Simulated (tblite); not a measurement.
**Geometry relaxation of C$_{3}$H$_{8}$O$_{2}$SSi (part 1 of 2)**

C$_{3}$H$_{8}$O$_{2}$SSi, computed with GFN2-xTB geometry optimisation, gas phase (tblite 0.8.0).

It belongs to a series of runs on one base structure; here: ring closed by a new C-C bond.

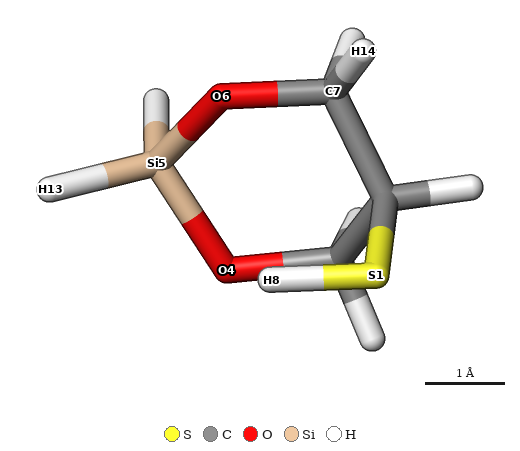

Fig. 1: The input geometry (stick view, seen at a tilt; atoms are numbered from 1 in the order of the input). Bond lengths as drawn: C–C 1.52 to 1.54 Å, C–H 1.10 Å, C–O 1.43 to 1.44 Å, C–S 1.84 Å, H–S 1.35 Å, H–Si 1.48 Å and O–Si 1.66 Å.

## Summary

```csv
quantity,value
outcome,converged
total energy,−645.2375 eV
hardware,"1 CPU thread, shared host"
peak memory,0.18 GiB
```

## Input file
```
{"job": {"kind": "relax", "xc": "GFN2-xTB", "basis": "xTB"}, "charge": 0, "multiplicity": 1}
S      0.460100    -1.812600     1.601500
C      0.776600    -0.941400     0.006300
C     -0.463400    -0.958400    -0.875900
O     -1.548900    -0.140000    -0.404200
Si    -1.200100     1.430800    -0.000500
O      0.247800     1.363600     0.799600
C      1.258000     0.500500     0.267500
H     -0.514000    -0.977200     2.022900
H      1.586500    -1.509200    -0.478900
H     -0.212800    -0.617600    -1.886700
H     -0.855900    -1.979100    -0.995500
H     -1.020900     2.202200    -1.255100
H     -2.258100     2.002100     0.869800
H      2.106100     0.502100     0.968600
H      1.634500     0.942000    -0.661200
```

The first line tells a small driver script what to run in tblite; the rest is the geometry in Å.

Launched with:
```bash
OMP_NUM_THREADS=1 python <driver script> task.json out
```

## What the program printed
```
step      E/eV     max force
  0    -645.03426    0.935
  1    -645.08439    0.731
  2    -645.12176    0.433
  3    -645.13607    0.346
  4    -645.15191    0.303
  5    -645.15922    0.282
  6    -645.16720    0.237
  7    -645.17235    0.199
  8    -645.17765    0.223
  9    -645.18295    0.209
 10    -645.18810    0.170
 11    -645.19147    0.126
 12    -645.19326    0.116
 13    -645.19463    0.122
 14    -645.19656    0.125
 15    -645.19920    0.162
 16    -645.20235    0.172
 17    -645.20551    0.151
 18    -645.20861    0.154
 19    -645.21174    0.151
 20    -645.21490    0.148
 21    -645.21803    0.123
 22    -645.22085    0.120
 23    -645.22283    0.118
 24    -645.22430    0.122
 25    -645.22588    0.091
 26    -645.22728    0.085
 27    -645.22825    0.065
 28    -645.22892    0.076
 29    -645.22954    0.066
 30    -645.23013    0.067
 31    -645.23069    0.072
 32    -645.23122    0.084
 33    -645.23178    0.092
 34    -645.23238    0.072
 35    -645.23300    0.058
 36    -645.23359    0.054
 37    -645.23413    0.069
 38    -645.23466    0.081
 39    -645.23523    0.073
 40    -645.23585    0.076
 41    -645.23641    0.044
 42    -645.23687    0.047
 43    -645.23717    0.029
 44    -645.23732    0.025
 45    -645.23740    0.018
 46    -645.23746    0.014
 47    -645.23748    0.009
```

## Trajectory as extended XYZ (Å, eV, eV/Å), 32 of the 48 frames kept, from step=0 to step=47
```
15
Properties=species:S:1:pos:R:3:forces:R:3 step=0 energy=-645.03426
S     0.4601   -1.8126    1.6015   -0.2300   0.3650  -0.1140
C     0.7766   -0.9414    0.0063    0.0190   0.4130   0.2300
C    -0.4634   -0.9584   -0.8759   -0.9010   0.2210  -0.1140
O    -1.5489   -0.1400   -0.4042    0.9130   0.0310  -0.0320
Si   -1.2001    1.4308   -0.0005   -0.1220  -0.0750   0.0730
O     0.2478    1.3636    0.7996    0.1070  -0.5430  -0.5640
C     1.2580    0.5005    0.2675   -0.2520   0.2670   0.3320
H    -0.5140   -0.9772    2.0229    0.3150  -0.2430  -0.1740
H     1.5865   -1.5092   -0.4789   -0.2750   0.1540   0.1780
H    -0.2128   -0.6176   -1.8867    0.1940   0.1230   0.0020
H    -0.8559   -1.9791   -0.9955    0.0070   0.1500   0.3010
H    -1.0209    2.2022   -1.2551   -0.0130  -0.1570   0.2570
H    -2.2581    2.0021    0.8698    0.6710  -0.5610  -0.2900
H     2.1061    0.5021    0.9686   -0.3210  -0.0610   0.0870
H     1.6345    0.9420   -0.6612   -0.1110  -0.0840  -0.1710
15
Properties=species:S:1:pos:R:3:forces:R:3 step=2 energy=-645.12176
S     0.4535   -1.7996    1.5953    0.1150  -0.0240  -0.1370
C     0.7715   -0.9253    0.0123   -0.1980   0.0570  -0.0960
C    -0.4868   -0.9482   -0.8796    0.3830  -0.0030  -0.0200
O    -1.5188   -0.1351   -0.4034   -0.2090   0.1290   0.0660
Si   -1.2000    1.4258   -0.0002    0.2510  -0.0810  -0.1930
O     0.2469    1.3459    0.7789   -0.1390   0.1360   0.0250
C     1.2507    0.5090    0.2737    0.0470  -0.0870  -0.2020
H    -0.5032   -0.9849    2.0163   -0.0680   0.0880  -0.0080
H     1.5737   -1.5015   -0.4705   -0.2020   0.1430   0.1230
H    -0.2045   -0.6125   -1.8866    0.0970   0.0520  -0.0190
H    -0.8577   -1.9746   -0.9817   -0.0900   0.0700   0.2110
H    -1.0216    2.1955   -1.2438   -0.0080  -0.0420   0.0850
H    -2.2296    1.9766    0.8593    0.2460  -0.3510   0.0640
H     2.0927    0.4999    0.9747   -0.1710   0.0040   0.1590
H     1.6290    0.9369   -0.6667   -0.0540  -0.0910  -0.0580
15
Properties=species:S:1:pos:R:3:forces:R:3 step=3 energy=-645.13607
S     0.4538   -1.7968    1.5914    0.1150  -0.0630  -0.0930
C     0.7669   -0.9204    0.0122   -0.1340  -0.0120  -0.0820
C    -0.4860   -0.9458   -0.8809    0.3320  -0.0090   0.0090
O    -1.5151   -0.1318   -0.4021   -0.2930  -0.0160  -0.0140
Si   -1.1956    1.4232   -0.0035    0.2070  -0.0240  -0.1940
O     0.2444    1.3439    0.7743   -0.0040   0.2030   0.1260
C     1.2496    0.5096    0.2718    0.0270  -0.0760  -0.1560
H    -0.5018   -0.9852    2.0145   -0.1020   0.1120   0.0150
H     1.5670   -1.4971   -0.4663   -0.1160   0.0900   0.0590
H    -0.2008   -0.6104   -1.8869    0.0700   0.0320  -0.0260
H    -0.8597   -1.9722   -0.9747   -0.0760   0.0770   0.1660
H    -1.0219    2.1931   -1.2396    0.0080   0.0210  -0.0230
H    -2.2184    1.9642    0.8579    0.1290  -0.2820   0.1530
H     2.0864    0.4995    0.9790   -0.1450   0.0110   0.1270
H     1.6268    0.9341   -0.6691   -0.0170  -0.0640  -0.0650
15
Properties=species:S:1:pos:R:3:forces:R:3 step=5 energy=-645.15922
S     0.4573   -1.7937    1.5822   -0.0530  -0.0070   0.0710
C     0.7559   -0.9122    0.0107    0.0590  -0.0300   0.0470
C    -0.4785   -0.9413   -0.8827   -0.1250   0.0080  -0.0020
O    -1.5190   -0.1309   -0.4038   -0.1050  -0.1000  -0.1440
Si   -1.1816    1.4185   -0.0166   -0.0100  -0.0030  -0.0170
O     0.2452    1.3490    0.7719    0.1490   0.1490   0.0660
C     1.2472    0.5097    0.2657   -0.0180   0.0550   0.0570
H    -0.5028   -0.9819    2.0117   -0.0230   0.0240   0.0030
H     1.5526   -1.4870   -0.4583    0.0910  -0.0430  -0.0930
H    -0.1912   -0.6055   -1.8887    0.0110  -0.0250  -0.0020
H    -0.8658   -1.9636   -0.9551   -0.0050   0.0360   0.0310
H    -1.0213    2.1920   -1.2369    0.0480   0.1250  -0.2210
H    -2.1935    1.9291    0.8644   -0.0060  -0.1720   0.2240
H     2.0682    0.4990    0.9910   -0.0550   0.0000   0.0130
H     1.6229    0.9268   -0.6773    0.0420  -0.0190  -0.0350
15
Properties=species:S:1:pos:R:3:forces:R:3 step=6 energy=-645.16720
S     0.4574   -1.7930    1.5807   -0.1080   0.0270   0.1100
C     0.7531   -0.9101    0.0113    0.0830  -0.0050   0.0520
C    -0.4779   -0.9395   -0.8835   -0.1990   0.0090  -0.0050
O    -1.5251   -0.1335   -0.4090    0.0420   0.0360  -0.1210
Si   -1.1758    1.4163   -0.0227   -0.0810   0.0250   0.0430
O     0.2498    1.3566    0.7736    0.0470   0.0640  -0.0770
C     1.2460    0.5110    0.2644   -0.0130   0.0810   0.0910
H    -0.5043   -0.9794    2.0109    0.0130  -0.0130  -0.0050
H     1.5497   -1.4843   -0.4581    0.1030  -0.0470  -0.1010
H    -0.1870   -0.6044   -1.8894   -0.0160  -0.0520   0.0180
H    -0.8685   -1.9590   -0.9463    0.0100  -0.0360  -0.0330
H    -1.0195    2.1956   -1.2431    0.0440   0.0800  -0.1620
H    -2.1841    1.9096    0.8745    0.0040  -0.1510   0.1820
H     2.0592    0.4989    0.9964    0.0250  -0.0050  -0.0120
H     1.6227    0.9232   -0.6817    0.0480  -0.0130   0.0200
15
Properties=species:S:1:pos:R:3:forces:R:3 step=8 energy=-645.17765
S     0.4524   -1.7913    1.5843   -0.0510   0.0220   0.0410
C     0.7524   -0.9081    0.0134    0.0020   0.0040  -0.0080
C    -0.4837   -0.9373   -0.8842   -0.0030  -0.0300   0.0170
O    -1.5318   -0.1321   -0.4215    0.1160   0.1820  -0.0350
Si   -1.1722    1.4164   -0.0296   -0.0890   0.1220  -0.0050
O     0.2558    1.3704    0.7705   -0.1020  -0.0290  -0.1960
C     1.2447    0.5159    0.2659    0.0170  -0.0050   0.0200
H    -0.5066   -0.9759    2.0099   -0.0220   0.0170   0.0120
H     1.5505   -1.4824   -0.4627   -0.0010   0.0210  -0.0150
H    -0.1830   -0.6065   -1.8893   -0.0440  -0.0810   0.0200
H    -0.8719   -1.9563   -0.9372   -0.0010  -0.0910  -0.0780
H    -1.0151    2.2036   -1.2581    0.0010  -0.0320   0.0390
H    -2.1715    1.8752    0.8983    0.0130  -0.1090   0.1090
H     2.0502    0.4987    1.0033    0.1080   0.0120  -0.0080
H     1.6253    0.9176   -0.6850    0.0540  -0.0030   0.0870
15
Properties=species:S:1:pos:R:3:forces:R:3 step=9 energy=-645.18295
S     0.4482   -1.7900    1.5878    0.0060   0.0110  -0.0230
C     0.7525   -0.9072    0.0145   -0.0470  -0.0040  -0.0240
C    -0.4873   -0.9370   -0.8840    0.1150  -0.0450   0.0210
O    -1.5325   -0.1269   -0.4296    0.0950   0.1600   0.0000
Si   -1.1731    1.4199   -0.0332   -0.0610   0.1380  -0.0410
O     0.2569    1.3773    0.7638   -0.1070  -0.0490  -0.1730
C     1.2444    0.5186    0.2676    0.0310  -0.0640  -0.0310
H    -0.5086   -0.9735    2.0098   -0.0550   0.0470   0.0230
H     1.5516   -1.4812   -0.4660   -0.0630   0.0550   0.0430
H    -0.1822   -0.6100   -1.8887   -0.0410  -0.0880   0.0010
H    -0.8737   -1.9574   -0.9349   -0.0100  -0.0640  -0.0690
H    -1.0126    2.2074   -1.2659   -0.0310  -0.0540   0.1120
H    -2.1651    1.8542    0.9146    0.0050  -0.0740   0.0770
H     2.0486    0.4990    1.0065    0.0980   0.0260  -0.0060
H     1.6284    0.9147   -0.6843    0.0650   0.0050   0.0900
15
Properties=species:S:1:pos:R:3:forces:R:3 step=11 energy=-645.19147
S     0.4412   -1.7863    1.5919    0.0290   0.0200  -0.0590
C     0.7504   -0.9057    0.0161   -0.0550  -0.0110  -0.0010
C    -0.4893   -0.9383   -0.8830    0.1170  -0.0190  -0.0100
O    -1.5282   -0.1124   -0.4440    0.0160  -0.0160   0.0030
Si   -1.1778    1.4323   -0.0410   -0.0020   0.0260  -0.0110
O     0.2554    1.3862    0.7444    0.0140  -0.0290  -0.0230
C     1.2450    0.5199    0.2694    0.0270  -0.0710  -0.0580
H    -0.5145   -0.9671    2.0106   -0.0530   0.0490   0.0160
H     1.5498   -1.4764   -0.4687   -0.0750   0.0330   0.0870
H    -0.1824   -0.6207   -1.8884    0.0010  -0.0800  -0.0550
H    -0.8772   -1.9610   -0.9337   -0.0170   0.0340  -0.0130
H    -1.0105    2.2122   -1.2736   -0.0820   0.0200   0.0930
H    -2.1536    1.8144    0.9461   -0.0180   0.0000   0.0220
H     2.0494    0.5009    1.0114    0.0040   0.0320  -0.0160
H     1.6378    0.9101   -0.6794    0.0940   0.0110   0.0250
15
Properties=species:S:1:pos:R:3:forces:R:3 step=12 energy=-645.19326
S     0.4404   -1.7848    1.5912   -0.0060   0.0300  -0.0210
C     0.7488   -0.9054    0.0165   -0.0210  -0.0010   0.0100
C    -0.4875   -0.9389   -0.8831    0.0330   0.0010  -0.0290
O    -1.5257   -0.1095   -0.4465   -0.0020  -0.0560  -0.0130
Si   -1.1792    1.4356   -0.0425    0.0120  -0.0410   0.0280
O     0.2551    1.3864    0.7392    0.0510  -0.0070   0.0170
C     1.2457    0.5185    0.2686    0.0180  -0.0220  -0.0350
H    -0.5167   -0.9650    2.0111   -0.0260   0.0260   0.0040
H     1.5474   -1.4746   -0.4670   -0.0280  -0.0090   0.0610
H    -0.1825   -0.6247   -1.8896    0.0190  -0.0680  -0.0640
H    -0.8782   -1.9611   -0.9340   -0.0120   0.0450   0.0030
H    -1.0122    2.2132   -1.2722   -0.0860   0.0640   0.0450
H    -2.1516    1.8069    0.9522   -0.0230   0.0130   0.0150
H     2.0500    0.5020    1.0118   -0.0220   0.0190  -0.0170
H     1.6418    0.9095   -0.6776    0.0940   0.0040  -0.0050
15
Properties=species:S:1:pos:R:3:forces:R:3 step=14 energy=-645.19656
S     0.4380   -1.7804    1.5896   -0.0710   0.0350   0.0630
C     0.7454   -0.9046    0.0175    0.0490   0.0270  -0.0090
C    -0.4833   -0.9398   -0.8855   -0.1000   0.0200  -0.0490
O    -1.5221   -0.1084   -0.4511   -0.0130  -0.0380  -0.0400
Si   -1.1804    1.4370   -0.0421    0.0100  -0.0920   0.0730
O     0.2577    1.3863    0.7323    0.0510   0.0300   0.0230
C     1.2481    0.5158    0.2653    0.0110   0.0760   0.0160
H    -0.5214   -0.9602    2.0119    0.0130  -0.0070  -0.0130
H     1.5427   -1.4732   -0.4605    0.0670  -0.0870  -0.0010
H    -0.1812   -0.6354   -1.8959    0.0390  -0.0280  -0.0460
H    -0.8804   -1.9588   -0.9343   -0.0030   0.0000   0.0200
H    -1.0210    2.2193   -1.2668   -0.0860   0.0900   0.0100
H    -2.1502    1.7969    0.9618   -0.0020   0.0100  -0.0100
H     2.0496    0.5047    1.0114   -0.0210  -0.0210   0.0050
H     1.6543    0.9088   -0.6755    0.0570  -0.0160  -0.0410
15
Properties=species:S:1:pos:R:3:forces:R:3 step=15 energy=-645.19920
S     0.4340   -1.7757    1.5899   -0.0860   0.0290   0.0890
C     0.7435   -0.9035    0.0179    0.0790   0.0340  -0.0370
C    -0.4814   -0.9402   -0.8890   -0.1270   0.0150  -0.0460
O    -1.5201   -0.1082   -0.4567   -0.0160   0.0050  -0.0520
Si   -1.1811    1.4361   -0.0403    0.0020  -0.0740   0.0680
O     0.2613    1.3877    0.7269    0.0240   0.0500   0.0030
C     1.2508    0.5152    0.2624    0.0130   0.1090   0.0350
H    -0.5257   -0.9557    2.0125    0.0160  -0.0070  -0.0170
H     1.5404   -1.4743   -0.4548    0.1060  -0.1180  -0.0320
H    -0.1789   -0.6460   -1.9028    0.0400   0.0080  -0.0170
H    -0.8827   -1.9568   -0.9341    0.0030  -0.0460   0.0280
H    -1.0313    2.2275   -1.2619   -0.0880   0.0730   0.0340
H    -2.1491    1.7876    0.9712    0.0240   0.0010  -0.0360
H     2.0487    0.5067    1.0113   -0.0020  -0.0490   0.0310
H     1.6673    0.9076   -0.6746    0.0120  -0.0270  -0.0510
15
Properties=species:S:1:pos:R:3:forces:R:3 step=17 energy=-645.20551
S     0.4196   -1.7622    1.5949   -0.0280   0.0130   0.0240
C     0.7424   -0.8994    0.0162    0.0670  -0.0060  -0.0650
C    -0.4807   -0.9414   -0.8997   -0.0120  -0.0320   0.0050
O    -1.5170   -0.1058   -0.4758   -0.0060   0.0780  -0.0660
Si   -1.1828    1.4323   -0.0341   -0.0070   0.0310  -0.0110
O     0.2718    1.3964    0.7116   -0.0240   0.0600  -0.0540
C     1.2589    0.5185    0.2561    0.0240   0.0380   0.0230
H    -0.5379   -0.9423    2.0133   -0.0300   0.0430  -0.0100
H     1.5397   -1.4830   -0.4418    0.0830  -0.0870  -0.0400
H    -0.1712   -0.6732   -1.9208    0.0080   0.0730   0.0610
H    -0.8887   -1.9549   -0.9312    0.0220  -0.0980   0.0380
H    -1.0631    2.2526   -1.2467   -0.0900   0.0050   0.1210
H    -2.1436    1.7593    0.9964    0.0540  -0.0110  -0.0640
H     2.0467    0.5087    1.0143    0.0310  -0.0790   0.0700
H     1.7014    0.9025   -0.6746   -0.0910  -0.0280  -0.0330
15
Properties=species:S:1:pos:R:3:forces:R:3 step=18 energy=-645.20861
S     0.4116   -1.7552    1.5981    0.0170   0.0110  -0.0380
C     0.7437   -0.8974    0.0137    0.0290  -0.0410  -0.0380
C    -0.4811   -0.9426   -0.9048    0.0750  -0.0490   0.0370
O    -1.5158   -0.1028   -0.4871    0.0130   0.0680  -0.0640
Si   -1.1836    1.4310   -0.0315   -0.0010   0.0650  -0.0490
O     0.2766    1.4026    0.7028   -0.0150   0.0380  -0.0680
C     1.2634    0.5214    0.2538    0.0210  -0.0430   0.0020
H    -0.5446   -0.9348    2.0134   -0.0540   0.0710  -0.0090
H     1.5418   -1.4895   -0.4368    0.0300  -0.0320  -0.0220
H    -0.1671   -0.6843   -1.9279   -0.0140   0.0820   0.0830
H    -0.8911   -1.9565   -0.9284    0.0360  -0.0750   0.0360
H    -1.0808    2.2652   -1.2366   -0.0850  -0.0050   0.1280
H    -2.1390    1.7444    1.0073    0.0380  -0.0050  -0.0460
H     2.0461    0.5075    1.0178    0.0250  -0.0690   0.0580
H     1.7154    0.8992   -0.6758   -0.1150  -0.0160  -0.0090
15
Properties=species:S:1:pos:R:3:forces:R:3 step=20 energy=-645.21490
S     0.3966   -1.7400    1.6016    0.0400   0.0160  -0.0680
C     0.7475   -0.8957    0.0082   -0.0360  -0.0760   0.0560
C    -0.4789   -0.9473   -0.9126    0.1310  -0.0320   0.0600
O    -1.5107   -0.0938   -0.5135    0.0560  -0.0150  -0.0360
Si   -1.1847    1.4310   -0.0290    0.0200   0.0270  -0.0430
O     0.2864    1.4157    0.6808    0.0430  -0.0310  -0.0510
C     1.2726    0.5242    0.2498   -0.0070  -0.1410  -0.0250
H    -0.5600   -0.9160    2.0121   -0.0360   0.0720  -0.0390
H     1.5464   -1.5033   -0.4280   -0.0550   0.0640   0.0050
H    -0.1593   -0.7009   -1.9367   -0.0240   0.0480   0.0680
H    -0.8933   -1.9626   -0.9198    0.0650   0.0220   0.0170
H    -1.1206    2.2906   -1.2102   -0.0650   0.0570   0.0260
H    -2.1269    1.7136    1.0264   -0.0240   0.0160   0.0230
H     2.0447    0.5009    1.0278   -0.0210  -0.0280  -0.0220
H     1.7356    0.8914   -0.6789   -0.0890   0.0010   0.0280
15
Properties=species:S:1:pos:R:3:forces:R:3 step=21 energy=-645.21803
S     0.3886   -1.7302    1.6019    0.0100   0.0090  -0.0150
C     0.7487   -0.8962    0.0065   -0.0370  -0.0620   0.0850
C    -0.4746   -0.9506   -0.9158    0.0810  -0.0030   0.0430
O    -1.5053   -0.0887   -0.5297    0.0630  -0.0430  -0.0080
Si   -1.1849    1.4315   -0.0284    0.0220  -0.0150  -0.0070
O     0.2930    1.4219    0.6660    0.0520  -0.0560  -0.0280
C     1.2778    0.5224    0.2469   -0.0240  -0.1190  -0.0200
H    -0.5697   -0.9034    2.0102    0.0010   0.0490  -0.0650
H     1.5474   -1.5096   -0.4223   -0.0570   0.0730   0.0010
H    -0.1552   -0.7096   -1.9404   -0.0020   0.0210   0.0430
H    -0.8929   -1.9655   -0.9142    0.0740   0.0560   0.0030
H    -1.1460    2.3069   -1.1936   -0.0530   0.0950  -0.0370
H    -2.1200    1.6958    1.0378   -0.0370   0.0180   0.0420
H     2.0432    0.4964    1.0330   -0.0380  -0.0130  -0.0630
H     1.7454    0.8868   -0.6800   -0.0560  -0.0100   0.0270
15
Properties=species:S:1:pos:R:3:forces:R:3 step=23 energy=-645.22283
S     0.3718   -1.7105    1.6040   -0.0410  -0.0330   0.1060
C     0.7490   -0.8990    0.0074   -0.0020  -0.0100   0.0560
C    -0.4634   -0.9564   -0.9217   -0.0330   0.0400  -0.0010
O    -1.4914   -0.0808   -0.5607    0.0160  -0.0150   0.0470
Si   -1.1848    1.4308   -0.0259   -0.0040  -0.0130   0.0110
O     0.3081    1.4303    0.6354   -0.0120  -0.0410   0.0150
C     1.2870    0.5143    0.2394   -0.0390   0.0010   0.0020
H    -0.5882   -0.8763    2.0027    0.0460   0.0190  -0.0950
H     1.5461   -1.5188   -0.4094   -0.0030   0.0200  -0.0190
H    -0.1458   -0.7287   -1.9481    0.0630  -0.0100   0.0020
H    -0.8889   -1.9677   -0.9042    0.0590   0.0380  -0.0220
H    -1.2003    2.3450   -1.1614   -0.0250   0.0650  -0.0340
H    -2.1084    1.6615    1.0627   -0.0040  -0.0010   0.0220
H     2.0388    0.4878    1.0388   -0.0170  -0.0060  -0.0790
H     1.7659    0.8767   -0.6808   -0.0040  -0.0560  -0.0120
```
